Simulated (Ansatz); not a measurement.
**BeInH3 (model cell, started as cubic perovskite with Be in the octahedra): following an unstable mode**

Wanted: the energy along a soft mode of BeInH3 (model cell, started as cubic perovskite with Be in the octahedra) and the structure at the end.

Calculated with Ansatz 0.2.0; DFT LDA, scalar-relativistic, plane waves, PAW; PAW set soft_1.

The structure was built from a prototype and need not be the compound's stable phase.

### 1. The starting structure

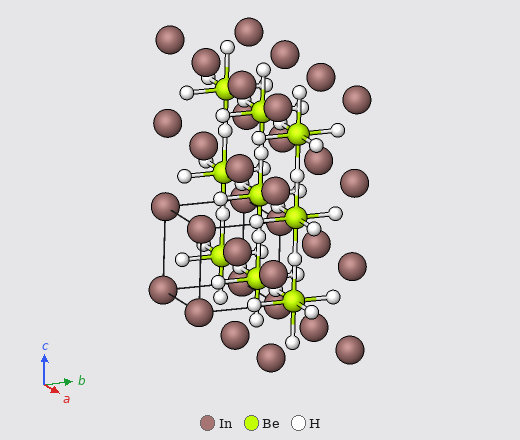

The cell as given, slightly off an axis (indium brown, beryllium green, hydrogen white). 3×1×3 cells are drawn. Some periodic images of atoms are drawn too.

### 2. Phonons on a q mesh

The cell comes from relaxations at this level that are not shown. Stability and thermal properties need the whole zone. Linear response on a 4×4×4 q mesh gives force constants as far as a supercell of that size would.

input.yaml

```yaml
crystal:
  lattice:
    - [3.5304351694, 0.0, 0.0]
    - [0.0, 3.5304351694, 0.0]
    - [0.0, 0.0, 3.5304351694]
  atoms:
    - { symbol: In, position: [0.0, 0.0, 0.0] }
    - { symbol: Be, position: [0.5, 0.5, 0.5] }
    - { symbol: H, position: [0.5, 0.5, 0.0] }
    - { symbol: H, position: [0.5, 0.0, 0.5] }
    - { symbol: H, position: [0.0, 0.5, 0.5] }
kpoints:
  mp_grid: { grid: [12, 12, 12] }
hamiltonian:
  xc: lda
  pseudopotentials: { kind: paw, azcp: { folder: soft_1 }, xc_functional: pbe }
scf:
  occupations: { method: methfessel_paxton, width: 0.2 }
output:
  eigenvalues: true
phonons:
  method: dfpt
  qmesh: [4, 4, 4]
  temperatures: { t_max: 1000, t_step: 50 }
  qpath:
    path:
      - [[0.0, 0.0, 0.0], [0.0, 0.5, 0.0], [0.5, 0.5, 0.0], [0.0, 0.0, 0.0], [0.5, 0.5, 0.5], [0.0, 0.5, 0.0]]
      - [[0.5, 0.5, 0.5], [0.5, 0.5, 0.0]]
    npoints: 10
```

Started as:

```sh
$ ansatz run input.yaml --threads 4 --pin off --max-ram 16384MiB --backend cpu --events-out ev --progress --plain --runs-dir out
```

Numbers of over 12 decimals in the logs are rounded to 6 here.

Log:

```text
Engine: ansatz 0.2.0, aarch64-unknown-linux-gnu
Pseudopotentials: kind: paw
Pseudopotential: In, paw, valence charge 13, recommended cutoff 420 eV (normal), soft_1/In.paw.azcp
Pseudopotential: Be, paw, valence charge 2, recommended cutoff 420 eV (normal), soft_1/Be.paw.azcp
Pseudopotential: H, paw, valence charge 1, recommended cutoff 420 eV (normal), soft_1/H.paw.azcp
Functional definition: SPW92
  exchange = slater_x
  correlation = pw_c
Crystal: 5 atoms, lattice volume = 44.003 Å³
Basis set: ecut = 420 eV, 847 PW (Γ), exchange–correlation on 48×48×48 points (8 copies of the dense FFT grid, shifted against one another)
Bands: 14, of which v1, the nominal top of the filled ones, is band 9 counted from 1 (8 counted from 0)
Symmetry: 48 space group operations
k-points: 84 of 1728
Non-local potential: In, projectors of the file, l = 0: 2, l = 1: 2, l = 2: 2, l = 3: 1
Non-local potential: Be, projectors of the file, l = 0: 2, l = 1: 2, l = 2: 1
Non-local potential: H, projectors of the file, l = 0: 2, l = 1: 1
PAW form: soft (Blöchl's): semilocal exchange-correlation on the pseudo side does not see the compensation charge
PAW frozen core: In, regenerated for the run's functional, and the local potential with it (the file was generated under x = pbe(κ = 0.804, μ = 0.219515), c = pbe(β = 0.066725))
PAW frozen core: Be, regenerated for the run's functional, and the local potential with it (the file was generated under x = pbe(κ = 0.804, μ = 0.219515), c = pbe(β = 0.066725))
PAW one-centre angular grid: In, 590 points (default); XC on 64 Gauss nodes
PAW one-centre angular grid: Be, 110 points (default); XC on 64 Gauss nodes
PAW one-centre angular grid: H, 110 points (default); XC on 64 Gauss nodes
Initial density: superposition of atomic densities (chi_scale 0.1, normalization cell, long waves kept (reshape's long-wave potential 0.00 eV rms))
Initial wavefunctions: pseudopotential atomic-orbital guess
Functional: x = slater, c = lda
SCF iter   1: F=—  HF=-5590.870554 eV  |F-HF|=—  |Δ(HF+E_count)|=         —  Δρ=4.95e-2  dr2=1.29e0  ethr=3.10e-3  ⟨swp⟩=5.3  Hψ=6779  notcnv=0
preconditioner: auto → none  [metal: Δε(μ)=0.082 eV  Ē_g=13.835 eV  σ=0.200 eV  W_gap=0.33  n_scr=6 (ndim 8)  ℏωp=23.7 eV  f_vac=0.000  D(μ)=0.63/eV (n_scr^D=0)  sad-step TF]
SCF iter   2: F=—  HF=-5590.524417 eV  |F-HF|=—  |Δ(HF+E_count)|=   3.46e-1  S|Δr|=    0.00e0  Δρ=2.66e-2  dr2=4.32e-1  ethr=3.10e-3  ⟨swp⟩=2.0  Hψ=2142  notcnv=0  defer=53
SCF iter   3: F=—  HF=-5590.350464 eV  |F-HF|=—  |Δ(HF+E_count)|=   1.74e-1  S|Δr|=    0.00e0  Δρ=3.81e-3  dr2=4.44e-3  ethr=2.40e-3  ⟨swp⟩=2.0  Hψ=1789  notcnv=0  defer=53
SCF iter   4: F=—  HF=-5590.348986 eV  |F-HF|=—  |Δ(HF+E_count)|=   1.48e-3  S|Δr|=    0.00e0  Δρ=1.09e-3  dr2=1.91e-4  ethr=2.47e-5  ⟨swp⟩=2.1  Hψ=2338  notcnv=0  defer=53
SCF iter   5: F=—  HF=-5590.348992 eV  |F-HF|=—  |Δ(HF+E_count)|=   6.36e-6  S|Δr|=    0.00e0  Δρ=1.68e-4  dr2=1.23e-5  ethr=1.06e-6  ⟨swp⟩=2.0  Hψ=1842  notcnv=0  defer=53
SCF iter   6: F=—  HF=-5590.348991 eV  |F-HF|=—  |Δ(HF+E_count)|=   1.50e-6  S|Δr|=    0.00e0  Δρ=2.85e-5  dr2=1.50e-7  ethr=6.82e-8  ⟨swp⟩=2.4  Hψ=1844  notcnv=0  defer=53
SCF iter   7: F=—  HF=-5590.348995 eV  |F-HF|=—  |Δ(HF+E_count)|=   4.01e-6  S|Δr|=    0.00e0  Δρ=4.08e-6  dr2=4.13e-9  ethr=8.32e-10  ⟨swp⟩=2.1  Hψ=1857  notcnv=0  defer=53
SCF iter   8: F=—  HF=-5590.348995 eV  |F-HF|=—  |Δ(HF+E_count)|=  8.78e-10  S|Δr|=    0.00e0  Δρ=2.26e-7  dr2=1.49e-11  ethr=2.30e-11  ⟨swp⟩=2.8  Hψ=1656  notcnv=0  defer=53
SCF iter   9: F=-5590.348995 eV  HF=-5590.348995 eV  |F-HF|=9.09e-13  |Δ(HF+E_count)|=  1.46e-11  S|Δr|=    0.00e0  Δρ=5.59e-9  dr2=5.66e-15  ethr=1.00e-12  ⟨swp⟩=8.4  Hψ=5299  notcnv=0
SCF 1 converged in 9 iterations: F = -5590.348995 eV  dr2 = 5.66e-15
  greatest PAW one-centre occupation: 0.984 electrons in one spin orbital (limit 2), on the In atom at site 0 (counted from 0), in its partial waves of l = 2
Initial density: read from a saved state, or passed on in memory by an earlier SCF of this step, an earlier step, the calling program or the single point that the run made first
iter 1 solved again at ethr=3.08e-7 eV; its pass at ethr=3.10e-3 eV (dr2=5.55e-5 eV) is discarded
SCF iter   1: F=—  HF=-5590.348995 eV  |F-HF|=—  |Δ(HF+E_count)|=         —  Δρ=1.37e-6  dr2=4.48e-10  ethr=3.08e-7  ⟨swp⟩=2.2  Hψ=9491  notcnv=0
eigensolver tolerance schedule: the retry pair's looser diagonalisation over-reported the residual by 123707.10 of it (diagonalisation noise at an unbounded share of the residual, at the tolerance the schedule requests for it); recorded, not acted on — ethr = c·dr2/N_el stays at c = 1.0e-1
preconditioner: auto → none  [metal: Δε(μ)=0.087 eV  Ē_g=14.588 eV  σ=0.200 eV  W_gap=0.35  n_scr=6 (ndim 8)  ℏωp=23.7 eV  f_vac=0.000  D(μ)=0.54/eV (n_scr^D=0)]
SCF iter   2: F=—  HF=-5590.348995 eV  |F-HF|=—  |Δ(HF+E_count)|=   1.09e-7  S|Δr|=    0.00e0  Δρ=1.12e-6  dr2=3.79e-10  ethr=2.49e-12  ⟨swp⟩=3.2  Hψ=2746  notcnv=0
SCF iter   3: F=—  HF=-5590.348995 eV  |F-HF|=—  |Δ(HF+E_count)|=  1.53e-10  S|Δr|=    0.00e0  Δρ=5.87e-7  dr2=8.95e-11  ethr=2.10e-12  ⟨swp⟩=2.4  Hψ=1884  notcnv=0
SCF iter   4: F=—  HF=-5590.348995 eV  |F-HF|=—  |Δ(HF+E_count)|=  3.37e-11  S|Δr|=    0.00e0  Δρ=3.34e-7  dr2=2.67e-11  ethr=1.00e-12  ⟨swp⟩=1.0  Hψ=1176  notcnv=0
SCF iter   5: F=—  HF=-5590.348995 eV  |F-HF|=—  |Δ(HF+E_count)|=  5.46e-12  S|Δr|=    0.00e0  Δρ=2.45e-7  dr2=1.43e-11  ethr=1.00e-12  ⟨swp⟩=1.0  Hψ=1176  notcnv=0
SCF iter   6: F=-5590.348995 eV  HF=-5590.348995 eV  |F-HF|=5.46e-12  |Δ(HF+E_count)|=  4.55e-12  S|Δr|=    0.00e0  Δρ=1.83e-7  dr2=8.02e-12  ethr=1.00e-12  ⟨swp⟩=2.0  Hψ=2104  notcnv=0
SCF 2 converged in 6 iterations: F = -5590.348995 eV  dr2 = 8.02e-12
phonons: the bands overlap, so this run is a metal and interpolates without the dipole-dipole term. If the crystal is really an insulator or semiconductor, its LO-TO splitting is missing
NSCF: frozen V_eff on 84 k-points
NSCF: frozen V_eff on 343 k-points
DFPT response loops at q = (0, 0, 0) (fractional): preconditioner auto → Kerker (q_TF=auto, 2.351 Å⁻¹) (partly filled bands, converged f_vac=0.000); β = 1.00, the filter's whole step (`scf.mixing.beta` (0.50) is not read by the response loops under this deck's `scf.mixing.preconditioner`; to damp them name `kerker` or `kerker_dos`, under which they read `scf.mixing.beta`, and type it under 1.00, their step now; both keys bind the ground state too); Broyden in place of MSR1
NSCF: frozen V_eff on 1176 k-points
DFPT response loops at q = (0, 0, 0.25) (fractional): mixed as the last ones told, above
NSCF: frozen V_eff on 686 k-points
DFPT response loops at q = (0, 0, -0.5) (fractional): mixed as the last ones told, above
NSCF: frozen V_eff on 2016 k-points
DFPT response loops at q = (0, 0.25, 0.25) (fractional): mixed as the last ones told, above
NSCF: frozen V_eff on 1176 k-points
DFPT response loops at q = (0, 0.25, -0.5) (fractional): mixed as the last ones told, above
NSCF: frozen V_eff on 686 k-points
DFPT response loops at q = (0, -0.5, -0.5) (fractional): mixed as the last ones told, above
NSCF: frozen V_eff on 3456 k-points
DFPT response loops at q = (0.25, 0.25, 0.25) (fractional): mixed as the last ones told, above
NSCF: frozen V_eff on 2016 k-points
DFPT response loops at q = (0.25, 0.25, -0.5) (fractional): mixed as the last ones told, above
NSCF: frozen V_eff on 1176 k-points
DFPT response loops at q = (0.25, -0.5, -0.5) (fractional): mixed as the last ones told, above
NSCF: frozen V_eff on 686 k-points
DFPT response loops at q = (-0.5, -0.5, -0.5) (fractional): mixed as the last ones told, above
SCF converged after 9 iterations
Stability not checked: this state was not tested for a lower state beside it, because cold or Methfessel-Paxton smearing, or corrected tetrahedra, fill the levels in a way that the test cannot read (fill_not_monotonic; see scf.lower_state_search)
Free energy (F): -5590.348995 eV
Harris-Foulkes:  -5590.348995 eV  (|F-HF|=9.09e-13)
Internal energy: -5590.350273 eV  (E = F + TS)
E sigma→0 (E₀):  -5590.349315 eV
Entropy (-TS):   0.001279 eV (0.256 meV/atom)
Fermi energy:    8.216798 eV
--- Per-component energies (eV) ---
  E_band       = -36.824382
  E_kinetic    = 274.766111
  E_local      = -1144.873528  (includes V_loc(G=0)·N_el)
  E_nonlocal   = 335.666085
  E_hartree    = 459.238302
  E_xc         = -189.754201
  E_vxc        = -146.919895  (∫ρ·V_xc dr)
  E_paw        = -4120.142727  (= ΣΔE_a)
  E_vpaw       = -273.937327  (= ΣTr[D̂ρ^β])
  E_aug_tail   = -0.002430  (compensation charges beyond the density's cutoff)
  E_ewald      = -1205.562707
  E_core_change = 0.314822  (= ΣΔE_core)
  E_smearing   = 0.001279  (= −TS)
  E_closure    = 0.000000  (closes the sum)
  Σ components = -5590.348995   (vs F -5590.348995, Δ=0.00e0)
--- Band table (eV; the first three rows and the last of 84) ---
  k-point 0: bands = [... 5 lower, -3.3772, 6.6911, 6.6911, 8.6743, 8.6743, 8.6743, 9.2960, 17.7297, ... 1 higher]
  k-point 1: bands = [... 5 lower, -3.2970, 5.8752, 6.7033, 8.6243, 8.7653, 8.7653, 10.2880, 17.2408, ... 1 higher]
  k-point 2: bands = [... 5 lower, -3.0553, 4.4816, 6.7372, 8.6727, 9.0346, 9.0346, 12.0029, 16.2862, ... 1 higher]
  k-point 83: bands = [... 5 lower, 3.4509, 3.4509, 3.4509, 6.5500, 7.4334, 7.5412, 7.5412, 7.5412, ... 1 higher]
--- Phonons (Γ-DFPT): 4 representative perturbations + reference (Σ response iterations 13) ---
  ASR residual: 8.759e-6 → 0.000e0 eV/Å²; symmetrization residual: 1.568e-6 eV/Å²
  ASR residual per site (eV/Å²): 8.76e-6 1.31e-6 4.64e-6 4.64e-6 4.64e-6
  Γ frequencies (cm⁻¹): -598.77 -598.77 -598.77 0.00 0.00 0.00 184.23 184.23 184.23 745.73 745.73 745.73 860.49 860.49 860.49
--- Phonons (arbitrary-q DFPT): 10 irreducible q on the 4×4×4 mesh ---
  q = [0.0000, 0.0000, 0.0000] (star 1, of the zone-centre solve; hermiticity 1.47e-6, symmetrization 1.23e-11): -598.77 -598.77 -598.77 -0.00 -0.00 0.00 184.23 184.23 184.23 745.73 745.73 745.73 860.49 860.49 860.49
  q = [0.0000, 0.0000, 0.2500] (star 6, 9 solved perturbations in 4536 linear systems a pass and spin channel, the states on 588 of 1728 k-point pairs; hermiticity 1.15e-6, symmetrization 4.05e-12): -520.27 -520.27 43.47 43.47 74.92 143.77 252.24 252.24 477.75 626.20 737.05 737.05 811.86 817.31 817.31
  q = [0.0000, 0.0000, -0.5000] (star 3, 9 solved perturbations in 2646 linear systems a pass and spin channel, the states on 343 of 1728 k-point pairs; hermiticity 2.82e-7, symmetrization 2.75e-8): -453.95 -453.95 45.79 45.79 105.83 230.25 377.23 377.23 668.40 673.50 698.00 698.00 751.53 751.53 831.29
  q = [0.0000, 0.2500, 0.2500] (star 12, 9 solved perturbations in 7686 linear systems a pass and spin channel, the states on 1008 of 1728 k-point pairs; hermiticity 9.99e-7, symmetrization 4.16e-14): -504.31 -485.41 -13.73 39.88 55.00 225.26 244.87 269.00 640.14 691.54 715.29 736.69 738.53 755.76 847.28
  q = [0.0000, 0.2500, -0.5000] (star 12, 15 solved perturbations on 588 of 1728 k-point pairs; hermiticity 8.76e-7, symmetrization 6.11e-9): -493.39 -438.19 -23.81 40.24 72.39 249.80 261.69 338.04 604.17 669.68 682.78 690.36 702.27 825.86 888.36
  q = [0.0000, -0.5000, -0.5000] (star 3, 9 solved perturbations in 2646 linear systems a pass and spin channel, the states on 343 of 1728 k-point pairs; hermiticity 4.03e-7, symmetrization 3.67e-9): -696.73 -524.16 -180.57 -78.75 -78.75 25.51 303.63 303.63 525.87 540.89 540.89 653.17 653.17 846.70 985.04
  q = [0.2500, 0.2500, 0.2500] (star 8, 4 solved perturbations in 4536 linear systems a pass and spin channel, the states on 1728 of 1728 k-point pairs; hermiticity 1.25e-6, symmetrization 1.37e-12): -471.50 -471.50 -36.27 61.27 61.27 213.52 302.13 302.13 630.80 637.44 637.44 764.41 764.41 779.21 912.01
  q = [0.2500, 0.2500, -0.5000] (star 12, 9 solved perturbations in 7686 linear systems a pass and spin channel, the states on 1008 of 1728 k-point pairs; hermiticity 6.86e-7, symmetrization 6.73e-9): -501.53 -492.08 39.83 45.94 72.74 257.49 298.59 306.10 563.76 609.73 614.91 742.58 760.53 802.09 947.77
  q = [0.2500, -0.5000, -0.5000] (star 6, 9 solved perturbations in 4536 linear systems a pass and spin channel, the states on 588 of 1728 k-point pairs; hermiticity 2.74e-7, symmetrization 5.05e-10): -565.82 -453.60 67.45 68.88 68.88 165.04 308.44 308.44 541.12 557.86 557.86 690.35 690.35 810.86 992.95
  q = [-0.5000, -0.5000, -0.5000] (star 1, 4 solved perturbations in 931 linear systems a pass and spin channel, the states on 343 of 1728 k-point pairs; hermiticity 6.06e-8, symmetrization 1.44e-10): -528.56 -528.56 93.08 93.08 93.08 285.09 285.09 285.09 541.53 541.53 541.53 700.92 700.92 700.92 982.80
  sum rule: each row above includes the acoustic sum rule's correction from the zone centre's row sums; it moved no ω² by more than (1.12 cm⁻¹)²
  mesh force constants: q→R imaginary residual 4.54e-18; ASR residual 8.759e-6 → 0.000e0 eV/Å²; symmetrization residual 2.665e-15 eV/Å²
  interpolated dispersion: 62 rows × 15 modes
  density of states and harmonic sums: on the 20×20×20 q-mesh, interpolated from the force constants of a 4×4×4 supercell (no non-analytic term)
  largest difference from the sums on the solved wave vectors: F 9.16e-2 eV, S 1.07e-4 and C_V 2.28e-5 eV/K
  zero-point energy: 0.368202 eV/cell   skipped modes (ω ≤ 0): 743, of them read as no rigid motion or as one in doubt: 740 (2.521e0 modes/cell left out, lowest -696.73 cm⁻¹)   left out of the sums: 1.68e-1 of the cell's modes: C_V's classical limit lies that fraction below 3 k_B per atom; for a crystal, a wire or a layer, F and S can be off by more, and a phonons.interpolated_qmesh denser along its periods is the remedy for the sampling
```

The job ended after 7.5 min (4 threads of Arm Neoverse V1, shared host; peak memory 2.6 GiB).

Numbers from this step:

| Quantity | Value |
| --- | --- |
| volume per atom | 8.801 Å³ |
| gap on the k-mesh | 0 eV |
| sum-rule residual before enforcement | 8.76e-6 eV/Å² |
| lowest frequency on the path | -696.7 cm⁻¹ |
| point group | m-3m |
| highest frequency on the path or at a solved wavevector | 994 cm⁻¹ |
| highest optical mode at the zone centre (no LO-TO term) | 860.5 cm⁻¹ |
| lowest optical zone-centre mode | -598.8 cm⁻¹ |
| lowest mode on the q mesh (acoustic modes at Γ apart) | -696.7 cm⁻¹ |

Frequencies (cm⁻¹) solved at each irreducible wavevector; negative means imaginary. Frequencies by wavevector, by row:

```csv
q in reciprocal lattice units,star,mode 1,mode 2,mode 3,mode 4,mode 13,mode 14,mode 15
0 0 0,1,-598.8,-598.8,-598.8,0,860.5,860.5,860.5
0 0 0.25,6,-520.3,-520.3,43.5,43.5,811.9,817.3,817.3
0 0 -0.5,3,-453.9,-453.9,45.8,45.8,751.5,751.5,831.3
0 0.25 0.25,12,-504.3,-485.4,-13.7,39.9,738.5,755.8,847.3
0 0.25 -0.5,12,-493.4,-438.2,-23.8,40.2,702.3,825.9,888.4
0 -0.5 -0.5,3,-696.7,-524.2,-180.6,-78.8,653.2,846.7,985
0.25 0.25 0.25,8,-471.5,-471.5,-36.3,61.3,764.4,779.2,912
0.25 0.25 -0.5,12,-501.5,-492.1,39.8,45.9,760.5,802.1,947.8
0.25 -0.5 -0.5,6,-565.8,-453.6,67.5,68.9,690.4,810.9,993
-0.5 -0.5 -0.5,1,-528.6,-528.6,93.1,93.1,700.9,700.9,982.8
```

Interpolated from a 4×4×4 q mesh. Phonon branches along the path, in cm⁻¹:

```csv
point,branch 1,branch 2,branch 3,branch 4,branch 12,branch 13,branch 14,branch 15
Γ,-599,-599,-599,0,746,860,860,860
X,-454,-454,46,46,698,752,752,831
M,-697,-524,-181,-79,653,653,847,985
Γ,-599,-599,-599,0,746,860,860,860
R,-529,-529,93,93,701,701,701,983
X,-454,-454,46,46,698,752,752,831
jump to R,-529,-529,93,93,701,701,701,983
M,-697,-524,-181,-79,653,653,847,985
```

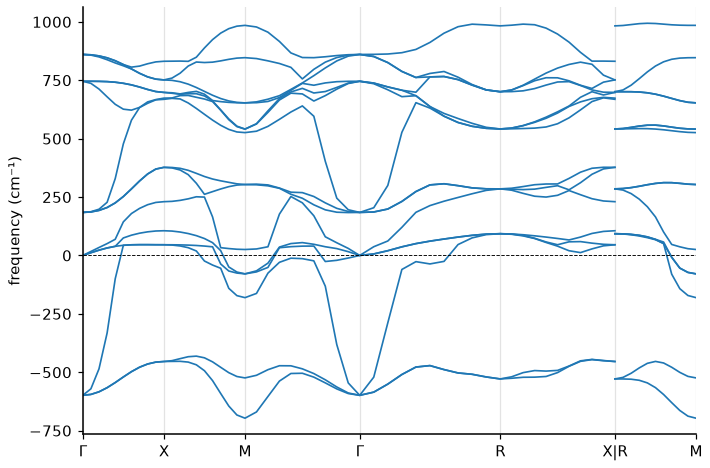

Phonon branches along the path.

Symmetry leaves 10 wavevectors to solve. The lowest mode among them, the acoustic zeros apart, lies at q = (0, -0.5, -0.5) and is imaginary, 696.7i cm⁻¹, so the energy falls along it.

### 3. The mode frozen in, largest atomic shift 0 Å

The mode followed lies at Γ with frequency 598.8i cm⁻¹ and is 3-fold degenerate, one of the unstable modes though not the softest. At small amplitude the distorted cell has space group no. 38 by a symmetry search on the positions. The undistorted cell that holds it gives the zero of energy on the same k mesh.

input.yaml, the sections that differ from step 2:

```yaml
output:
  forces: true
  stress: true
  eigenvalues: true
# crystal, kpoints, hamiltonian, scf: as in step 2
# phonons: removed
```

Log:

```text
[...]
Crystal: 5 atoms, lattice volume = 44.003 Å³
Basis set: ecut = 420 eV, 847 PW (Γ)
Bands: 14, of which v1, the nominal top of the filled ones, is band 9 counted from 1 (8 counted from 0)
Symmetry: 48 space group operations
[...]
k-points: 84 of 1728
[...]
k-point 0: bands = [... 5 lower, -3.3771, 6.6911, 6.6911, 8.6743, 8.6743, 8.6743, 9.2960, 17.7298, ... 1 higher]
  k-point 1: bands = [... 5 lower, -3.2970, 5.8752, 6.7033, 8.6243, 8.7653, 8.7653, 10.2880, 17.2408, ... 1 higher]
  k-point 2: bands = [... 5 lower, -3.0553, 4.4817, 6.7373, 8.6727, 9.0346, 9.0346, 12.0029, 16.2862, ... 1 higher]
  k-point 83: bands = [... 5 lower, 3.4509, 3.4509, 3.4509, 6.5499, 7.4334, 7.5412, 7.5412, 7.5412, ... 1 higher]
[key lines of the parts left out:]
SCF converged after 7 iterations
Free energy (F): -5590.348994 eV
Fermi energy:    8.216797 eV
P = ⅓ Tr σ = -0.0002 GPa (-0.002 kbar)
```

The job ended after 0.91 s (4 threads; peak memory 0.33 GiB).

This step gave:

```yaml
pressure: -1.81e-4 GPa
energy_from_the_undistorted_cell: 0 meV/atom
```

The run ends at a pressure of 0.00 GPa.

### 4. The mode frozen in, largest atomic shift 0.22 Å

The atoms are moved along the unstable eigenvector, the largest shift by 0.22 Å, with the cell fixed.

input.yaml, the sections that differ from step 3:

```yaml
crystal:
  lattice:
    - [3.5304351694, 0.0, 0.0]
    - [0.0, 3.5304351694, 0.0]
    - [0.0, 0.0, 3.5304351694]
  atoms:
    - { symbol: In, position: [0.0, -6.4398e-06, -6.4398e-06] }
    - { symbol: Be, position: [0.5, 0.5127117074, 0.5127117074] }
    - { symbol: H, position: [0.5, 0.4711616292, -0.0552407505] }
    - { symbol: H, position: [0.5, -0.0552407505, 0.4711616292] }
    - { symbol: H, position: [0.0, 0.4711616292, 0.4711616292] }
# kpoints, hamiltonian, scf, output: as in step 3
```

Log:

```text
[...]
Crystal: 5 atoms, lattice volume = 44.003 Å³
Basis set: ecut = 420 eV, 847 PW (Γ)
Bands: 14, of which v1, the nominal top of the filled ones, is band 9 counted from 1 (8 counted from 0)
Symmetry: 4 space group operations
[...]
k-points: 301 of 1728 (time reversal used)
[...]
k-point 0: bands = [... 5 lower, -3.3895, 6.0094, 6.4088, 8.6901, 8.9186, 9.3109, 9.4294, 17.4038, ... 1 higher]
  k-point 1: bands = [... 5 lower, -3.3096, 5.4986, 6.3482, 8.6576, 8.7812, 9.2421, 10.5523, 17.0492, ... 1 higher]
  k-point 2: bands = [... 5 lower, -3.0690, 4.3000, 6.3880, 8.5995, 9.0511, 9.4514, 12.2015, 16.2212, ... 1 higher]
  k-point 300: bands = [... 5 lower, 3.3368, 3.3525, 3.4523, 6.4907, 7.4906, 7.5110, 7.5215, 7.5447, ... 1 higher]
[key lines of the parts left out:]
SCF converged after 8 iterations
Free energy (F): -5590.411846 eV
Fermi energy:    8.176478 eV
P = ⅓ Tr σ = 1.6305 GPa (16.305 kbar)
```

Wall time 5.3 s (4 threads); peak memory 0.48 GiB; 20 s of CPU time.

Numbers from this step:

```
pressure                         : 1.630 GPa
energy from the undistorted cell : -12.57 meV/atom
```

The energy, extrapolated to zero smearing, is -12.57 meV/atom against the undistorted cell.

The run ends at a pressure of 1.63 GPa, with forces up to 0.32 eV/Å.

[end of part 1 of 3]

[Logs are printed without paths, hosts, clocks, repeated set-up lines and the standing remarks that a program may print on its own settings, such as how far it seeks lower states.]

[Hosts, paths, dates, database ids (printed as entryN), source tags and the programs' standing remarks are cut or masked in the printed files.]
